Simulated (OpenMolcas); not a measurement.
**C3H4F2 (SMILES F/C=C\CF): levels of theory compared**

Wanted: a comparison of 6 runs (BLYP/6-31G*, M06-2X/6-31G*, PBE/6-31G*, PBE0/6-31G*, MP2/6-31G*, CCSD(T)/6-31G*) of C3H4F2. 

Program for the calculation: OpenMolcas 26.06.

## Step 1: The structure to begin with

The species is C3H4F2 (9 atoms), meant as a singlet with charge 0. SMILES: `F/C=C\CF`. The shape is that of a PBE0-D4/def2-TZVP optimisation. This is one conformer, not always the lowest.

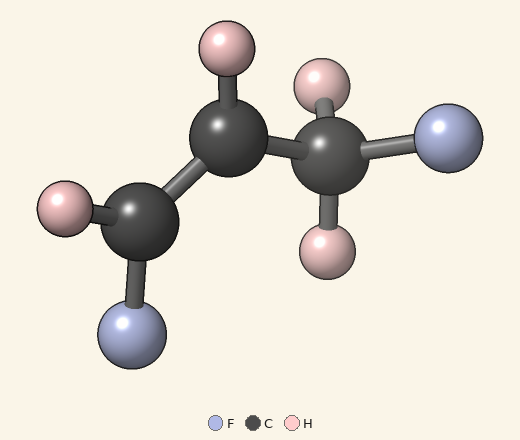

Viewed from a chosen angle; fluorine light blue, carbon dark grey, hydrogen pink.

## Step 2: Energy and forces at BLYP/6-31G(d) (spherical functions) (run 1)

struct.xyz reads:

```xyz
9

F     -1.771300     0.696200    -0.764200
C     -0.756800    -0.083800    -1.148800
C      0.269900    -0.355400    -0.364300
C      0.439500     0.155200     1.019400
F      1.656600     0.811400     1.133700
H     -0.888900    -0.458700    -2.156900
H      1.042400    -1.001300    -0.765600
H      0.449800    -0.666700     1.742700
H     -0.352600     0.856800     1.286900
```

calc.inp reads:

```
* C3H4F2 Kohn-Sham DFT
&GATEWAY
BasLib
$CurrDir
Coord
struct.xyz
Basis
6-31Gs
Group
NoSym
&SEWARD
GridInput
Grid=UltraFine
End of Grid
&SCF
KSDFT
BLYP
Thresholds
1e-10 1e-07 1e-07 1e-05
PrOrbitals
0
&ALASKA
```

The basis set 6-31G* is read from a file made from the Basis Set Exchange's data (not shown).

On the command line:

```console
$ export MOLCAS_MEM=1860
$ pymolcas calc.inp > calc.log
```

The log of the run:

```text
--- Start Module: gateway ---
[...]
--- Stop Module: gateway /rc=_RC_ALL_IS_WELL_ ---
[...]
      Basis functions           78
[...]
--- Start Module: scf ---
[...]
       Convergence after  17 Iterations
[...]
::    Total KS-DFT energy                            -316.2759933911
[...]
      Total spin, S                                     0.0000000000
[...]
      Total electronic charge=   40.000000
      Total            charge=   -0.000000
[...]
      Dipole Moment (debye):
      Origin of the operator (angstrom)=   -0.0320    0.3070    0.0154
                   X= -6.6924E-01               Y= -1.3673E+00               Z= -7.0011E-01           Total=  1.6756E+00
      Quadrupole Moment (debye*angstrom):
[...]
--- Stop Module: scf /rc=_RC_ALL_IS_WELL_ ---
[...]
--- Start Module: alaska ---
[...]
 *              Molecular gradients               *
 **************************************************
  Irreducible representation: a
 ------------------------------------------------------------------------------------------
                              X                       Y                       Z
 ------------------------------------------------------------------------------------------
  F1                1.76904720267252E-02   -1.27959643251216E-02   -5.57674512738759E-03
  C2                2.24163988734927E-03    4.00683190277329E-03    1.29758449896418E-02
  C3               -1.14286322622972E-02    6.75866664429758E-03   -4.13463407028769E-03
  C4                4.73503561285726E-03    1.59318918364582E-03   -2.68314786558665E-03
  F5               -1.75767853570417E-02   -9.15784919862794E-03   -1.89746002488622E-03
  H6                7.72868374836477E-04    2.59593495525601E-03    7.17804363882468E-03
  H7               -5.49127484015344E-03    4.05589394166839E-03    1.53386322872828E-03
  H8                1.81483516590766E-03    6.14750599655922E-03   -5.55446848712071E-03
[...]
--- Stop Module: alaska /rc=_RC_ALL_IS_WELL_ ---
[...]
```

Run time: 57 s. Hardware: 1 thread of AMD EPYC 7R43 (Zen 3), shared host; peak memory 0.44 GiB.

## Step 3: Energy and forces at M06-2X/6-31G(d) (spherical functions) (run 2)

job.inp reads:

```
>>> EXPORT MOLCAS_PRINT=2
&GATEWAY
BasLib=$CurrDir
Coord
9
angstrom
F       -1.771300       0.696200      -0.764200
C       -0.756800      -0.083800      -1.148800
C        0.269900      -0.355400      -0.364300
C        0.439500       0.155200       1.019400
F        1.656600       0.811400       1.133700
H       -0.888900      -0.458700      -2.156900
H        1.042400      -1.001300      -0.765600
H        0.449800      -0.666700       1.742700
H       -0.352600       0.856800       1.286900
Basis=6-31Gs
Group=NoSym
&SEWARD
GridInput
Grid=UltraFine
End of Grid
&SCF
KSDFT=M062X
Thresholds=1e-10 1e-07 1e-07 1e-05
PrOrbitals=1 2
&ALASKA
```

The basis set 6-31G* is read from a file made from the Basis Set Exchange's data (not shown).

On the command line:

```console
$ export MOLCAS_MEM=1860
$ pymolcas job.inp > job.log
```

The log of the run:

```text
--- Start Module: gateway ---
[...]
--- Stop Module: gateway /rc=_RC_ALL_IS_WELL_ ---
[...]
      Basis functions           78
[...]
--- Start Module: scf ---
[...]
       Convergence after  13 Iterations
[...]
::    Total KS-DFT energy                            -316.2316085156
[...]
      Total spin, S                                     0.0000000000
[...]
      Total electronic charge=   40.000000
      Total            charge=   -0.000000
[...]
      Dipole Moment (debye):
      Origin of the operator (angstrom)=   -0.0320    0.3070    0.0154
                   X= -6.7827E-01               Y= -1.6022E+00               Z= -7.7315E-01           Total=  1.9039E+00
      Quadrupole Moment (debye*angstrom):
[...]
--- Stop Module: scf /rc=_RC_ALL_IS_WELL_ ---
[...]
--- Start Module: alaska ---
[...]
 *              Molecular gradients               *
 **************************************************
  Irreducible representation: a
 ------------------------------------------------------------------------------------------
                              X                       Y                       Z
 ------------------------------------------------------------------------------------------
  F1                2.16706368034814E-03   -2.08001431804217E-03   -1.94569072060619E-03
  C2                1.98616715072619E-03    1.88894095926706E-04    2.91808762258050E-03
  C3               -3.45387386551188E-03    3.40708292656711E-03    3.22831862211526E-03
  C4               -3.31599134191407E-03   -3.84549036229442E-03   -5.75320301275006E-03
  F5                1.27875741456940E-03    1.24812108968264E-03    8.62357216109721E-04
  H6               -1.44956221509451E-05    3.05913569097704E-04    7.10716169689540E-04
  H7               -1.14609110070907E-03    3.38102090450931E-04   -2.25551159897419E-04
  H8                8.06790518892347E-04    4.90667712225612E-04   -2.35163688356188E-04
[...]
--- Stop Module: alaska /rc=_RC_ALL_IS_WELL_ ---
[...]
```

Wall time 67 s (1 thread of AMD EPYC 7R43 (Zen 3), shared host); peak memory 0.43 GiB.

Run 3 isn't shown in full; the table further down has it.

## Step 4: Energy and forces at PBE0/6-31G(d) (spherical functions) (run 4)

mol.xyz reads:

```xyz
9

F     -1.771300     0.696200    -0.764200
C     -0.756800    -0.083800    -1.148800
C      0.269900    -0.355400    -0.364300
C      0.439500     0.155200     1.019400
F      1.656600     0.811400     1.133700
H     -0.888900    -0.458700    -2.156900
H      1.042400    -1.001300    -0.765600
H      0.449800    -0.666700     1.742700
H     -0.352600     0.856800     1.286900
```

calc.inp reads:

```
&gateway
 baslib = $CurrDir
 coord = mol.xyz
 basis = 6-31Gs
 group = NoSym

&seward
 gridinput
 Grid=UltraFine
 End of Grid

&scf
 ksdft = PBE0
 thresholds = 1e-10 1e-07 1e-07 1e-05
 prorbitals = 1 1

&alaska
```

The basis set 6-31G* is read from a file made from the Basis Set Exchange's data (not shown).

On the command line:

```console
$ export MOLCAS_MEM=1860
$ pymolcas calc.inp > calc.log
```

The log of the run:

```text
--- Start Module: gateway ---
[...]
--- Stop Module: gateway /rc=_RC_ALL_IS_WELL_ ---
[...]
      Basis functions           78
[...]
--- Start Module: scf ---
[...]
       Convergence after  13 Iterations
[...]
::    Total KS-DFT energy                            -316.0265909928
[...]
      Total spin, S                                     0.0000000000
[...]
      Total electronic charge=   40.000000
      Total            charge=   -0.000000
[...]
      Dipole Moment (debye):
      Origin of the operator (angstrom)=   -0.0320    0.3070    0.0154
                   X= -6.8780E-01               Y= -1.5451E+00               Z= -7.5342E-01           Total=  1.8515E+00
      Quadrupole Moment (debye*angstrom):
[...]
--- Stop Module: scf /rc=_RC_ALL_IS_WELL_ ---
[...]
--- Start Module: alaska ---
[...]
 *              Molecular gradients               *
 **************************************************
  Irreducible representation: a
 ------------------------------------------------------------------------------------------
                              X                       Y                       Z
 ------------------------------------------------------------------------------------------
  F1                2.19674807976666E-03   -1.44168639874209E-03   -7.34569731537904E-04
  C2                4.53589086258788E-03   -1.41964504367920E-03    3.12082610964559E-03
  C3               -4.45575147725741E-03    2.49751096625062E-03   -1.54025778309830E-03
  C4               -4.09864870311605E-03   -2.71781737054733E-03   -1.47019047208907E-03
  F5               -5.64359907588852E-05    4.50631408510205E-04    2.32167830763963E-04
  H6                1.43771944029480E-04    5.94306891371854E-04    1.56906214640218E-03
  H7               -1.67505475020402E-03    8.62932639563940E-04   -2.22087201042775E-05
  H8                1.09321704409471E-03    1.37891615177166E-03   -1.12365697300554E-03
[...]
--- Stop Module: alaska /rc=_RC_ALL_IS_WELL_ ---
[...]
```

It took 56 s on 1 thread of AMD EPYC 7R43 (Zen 3), shared host; peak memory 0.44 GiB.

Run 5 isn't shown in full; the table further down has it.

## Step 5: A single-point energy at CCSD(T)/6-31G(d) (spherical functions) (run 6)

job.input reads:

```
&GATEWAY
 BASLIB = $CurrDir
 COORD
 9
 angstrom
 F       -1.771300       0.696200      -0.764200
 C       -0.756800      -0.083800      -1.148800
 C        0.269900      -0.355400      -0.364300
 C        0.439500       0.155200       1.019400
 F        1.656600       0.811400       1.133700
 H       -0.888900      -0.458700      -2.156900
 H        1.042400      -1.001300      -0.765600
 H        0.449800      -0.666700       1.742700
 H       -0.352600       0.856800       1.286900
 BASIS = 6-31Gs
 GROUP = NoSym

&SEWARD

&SCF
 THRESHOLDS = 1e-10 1e-07 1e-07 1e-05
 PRORBITALS = 1 2

&RASSCF
 FILEORB = $Project.ScfOrb
 SPIN = 1
 NACTEL = 0 0 0
 INACTIVE = 20
 RAS2 = 0
 OUTORBITALS = Canonical
 ORBLISTING = NoCore

&MOTRA
 JOBIPH
 FROZEN = 5

&CCSDT
 CCT
 TRIPLES = 2
 ITERATIONS = 80
 ACCURACY = 1e-08
 EXTRAPOLATION = 5 4
```

The basis set 6-31G* is read from a file made from the Basis Set Exchange's data (not shown).

On the command line:

```console
$ export MOLCAS_MEM=1860
$ pymolcas job.input > job.log
```

The log of the run:

```text
--- Start Module: gateway ---
[...]
--- Stop Module: gateway /rc=_RC_ALL_IS_WELL_ ---
[...]
      Basis functions           78
[...]
       Convergence after  14 Iterations
[...]
::    Total SCF energy                               -314.7624892470
[...]
      Total spin, S                                     0.0000000000
[...]
      Number of active orbitals                  0
[...]
      Spin quantum number                      0.0
[...]
      Active orbitals                            0
[...]
      Number of CSFs                             1
[...]
      Number of root(s) required                 1
[...]
      Convergence after  4 iterations
[...]
      Natural orbitals and occupation numbers for root  1
      ************************************************************************************************************************
      *                                                    Final results                                                     *
      ************************************************************************************************************************
[...]
::    RASSCF root number  1 Total energy:   -314.76248925
[...]
      Total electronic charge=   40.000000
      Total            charge=   -0.000000
[...]
      Dipole Moment (debye):
      Origin of the operator (angstrom)=   -0.0320    0.3070    0.0154
                   X= -7.3037E-01               Y= -1.8663E+00               Z= -8.7556E-01           Total=  2.1870E+00
      Quadrupole Moment (debye*angstrom):
[...]
--- Start Module: motra ---
[...]
      *** WARNING: Default frozen orbitals is overwritten by user input.
      *** Default values:   5
[...]
--- Stop Module: motra /rc=_RC_ALL_IS_WELL_ ---
[...]
--- Start Module: ccsdt ---
[...]
      Convergence after                    16  Iterations
      Total energy (diff) :    -315.50659689      -0.00000001
[...]
 METHOD                       : CCSD+T(CCSD)+<T3(1)WT1> = CCSD(T)
[...]
       CCSD     =      -315.5065968912534
[...]
--- Stop Module: ccsdt /rc=_RC_ALL_IS_WELL_ ---
[...]
```

Wall time 97 s (1 thread of AMD EPYC 7R43 (Zen 3), shared host); peak memory 0.44 GiB.

## Step 6: Overview of the runs

| run | level | task | integration grid | energy (Eh) | dipole moment (D) of the reference | HOMO energy (eV) | LUMO energy (eV) | wall time |
| --- | --- | --- | --- | --- | --- | --- | --- | --- |
| 1 | BLYP/6-31G* (spherical functions) | gradient | UltraFine | -316.275993 | 1.68 | -5.95 | -0.41 | 57 s |
| 2 | M06-2X/6-31G* (spherical functions) | gradient | UltraFine | -316.231609 | 1.90 | -8.85 | 1.38 | 67 s |
| 3 | PBE/6-31G* (spherical functions) | gradient | UltraFine | -316.008546 | 1.68 | -6.14 | -0.59 | 59 s |
| 4 | PBE0/6-31G* (spherical functions) | gradient | UltraFine | -316.026591 | 1.85 | -7.52 | 0.41 | 56 s |
| 5 | MP2/6-31G* (spherical functions) | energy | – | -315.473718 | 2.19 | -10.46 | 4.56 | 12 s |
| 6 | CCSD(T)/6-31G* (spherical functions) | energy | – | -315.526844 | 2.19 | -10.46 | 4.56 | 97 s |

## Step 7: What came out

| quantity | value |
| --- | --- |
| run 6: total energy | -315.52684 Eh |
| run 6: dipole moment (mean-field density) | 2.19 D |
| run 6: HOMO energy (Hartree–Fock orbitals) | -10.46 eV |
| run 6: LUMO energy (Hartree–Fock orbitals) | 4.56 eV |
| run 6: HOMO–LUMO gap (Hartree–Fock orbitals) | 15.02 eV |
| run 6: correlation energy (5 core orbitals frozen) | -764.4 mEh |
| run 6: (T) correction | -20.25 mEh |

In words: Over runs 1, 2, 3, 4 the dipole moment (its size) runs from 1.68 D (BLYP/6-31G*) to 1.90 D (M06-2X/6-31G*). Over runs 1, 2, 3, 4 the HOMO–LUMO gap runs from 5.54 eV (BLYP/6-31G*) to 10.24 eV (M06-2X/6-31G*). Totals of different functionals can't be ranked against each other. All runs together took 5.8 min, the longest 97 s.
